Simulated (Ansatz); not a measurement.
```xyz
14

C    -0.8814   -0.6568    2.1607
S     0.6148   -1.1126    1.2025
Ge    0.3271    0.0822   -0.6531
N     1.6460   -0.4937   -1.7442
N     0.4141    1.8845   -0.5462
O    -1.3304   -0.1300   -1.2160
H    -0.8570    0.3847    2.4411
H    -1.7797   -0.8627    1.6022
H    -0.8729   -1.2597    3.0552
H     1.8360   -1.4698   -1.8201
H     1.7535   -0.0358   -2.6246
H    -0.4468    2.3622   -0.3809
H     1.1493    2.2890   -0.0062
H    -1.5853   -1.0108   -1.4416
```

Level of theory: RHF/def2-mTZVP in Ansatz.

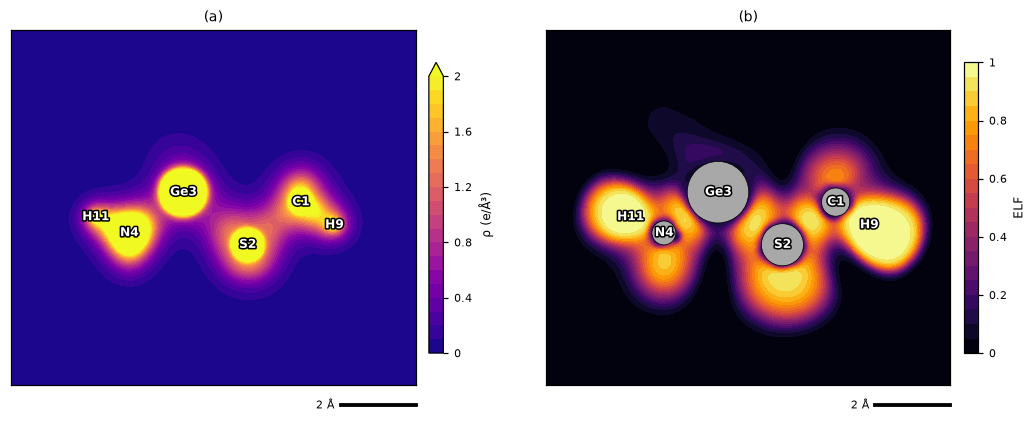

CH8GeN2OS. (a) electron density; (b) ELF on the plane of atoms Ge3, N4 and H11. Grey discs cover the atomic cores in the ELF map.

What do the fields say about this system?

- The section cuts through C, S, Ge, N and H sites.
- Ge–N (1.81 Å): ρ is about 1 e/Å³ halfway; the ELF peaks at about 0.90 in the valence shell of N, 0.7 Å from its nucleus, and is about 0.50 at the midpoint.
- C–S (1.83 Å): ρ is about 1.2 e/Å³ halfway; the ELF peaks at about 0.95 between the atoms: a shared electron pair.
- Ge–S (2.23 Å): ρ at the midpoint is about 0.78 e/Å³; the ELF peaks at about 0.90 in the valence shell of S, 0.9 Å from its nucleus, and is about 0.85 at the midpoint.
- N–H (1.00 Å): the density is about 2.9 e/Å³ at the midpoint; the ELF climbs to about 1 towards the hydrogen, as it does in any bond to H (an ordinary covalent bond to hydrogen).
- C–H (1.08 Å): ρ at the midpoint is about 2.1 e/Å³; the ELF climbs to about 1 towards the hydrogen: an ordinary covalent bond to hydrogen.
- The ELF also peaks beside S2, away from the bonds: lone-pair regions.
